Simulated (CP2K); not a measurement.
Consider dimethylamine at its PBE geometry (Å).

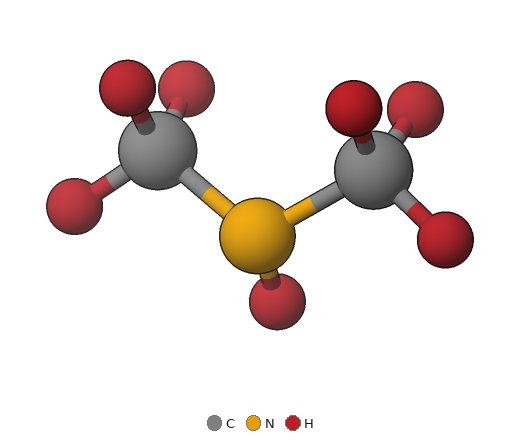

The molecule (carbon grey, nitrogen orange, hydrogen red).

```xyz
10

C     1.2044    0.1848    0.1351
N    -0.0075    0.2026   -0.6789
C    -1.2206   -0.0879    0.0796
H     1.3723   -0.7658    0.6850
H     1.1554    0.9931    0.8805
H     2.0787    0.3745   -0.5022
H     0.0854   -0.4602   -1.4489
H    -1.1978   -1.0553    0.6252
H    -2.0850   -0.0931   -0.5981
H    -1.3853    0.7073    0.8226
```

Method: CP2K XAS_TDP, all-electron GAPW, PBEh(45%), aug-cc-pVDZ, TDA, no relativity.

Question: Predict the bright core excitations at the C K edge.

Leading lines: C1 284.09 eV. The leading line of an atom is its first one with 35 % of the strongest within 2.5 eV of its lowest line over the strength cut. 

The first six lines of each atom with a strength over 0.0015:

```
                             atom  energy (eV)  states  strength, one atom
C1 (bonded to N and 3 H), 2 alike       284.09       1              0.0089
                                        284.84       1              0.0129
                                        285.00       1              0.0182
                                        285.13       1              0.0101
                                        285.69       1              0.0057
                                        286.11       1              0.0066
```

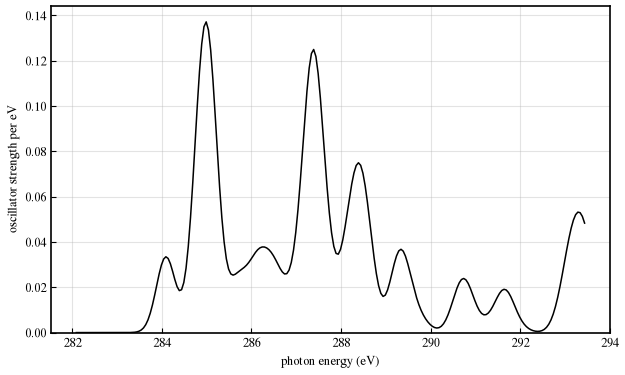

All atoms added, broadened by 0.5 eV.

Lines are vertical, at one geometry, with no vibrational structure. Without a correction of the core level, line positions, and the gaps between valence and Rydberg lines, follow the share of exact exchange. At this level such K lines come out 3 to 6 eV under measured ones. These values hold no scalar relativity, about 0.1 eV for C 1s. Rydberg lines, and the discretised continuum above threshold, depend on the basis and the box.

[Banner, clock and machine lines of the logs are left out without a mark of their own.]

[Logs are printed without paths, hosts, clocks, repeated set-up lines and the standing remarks that a program may print on its own settings, such as how far it seeks lower states.]

[Hosts, paths, dates, database ids (printed as entryN), source tags and the programs' standing remarks are cut or masked in the printed files.]
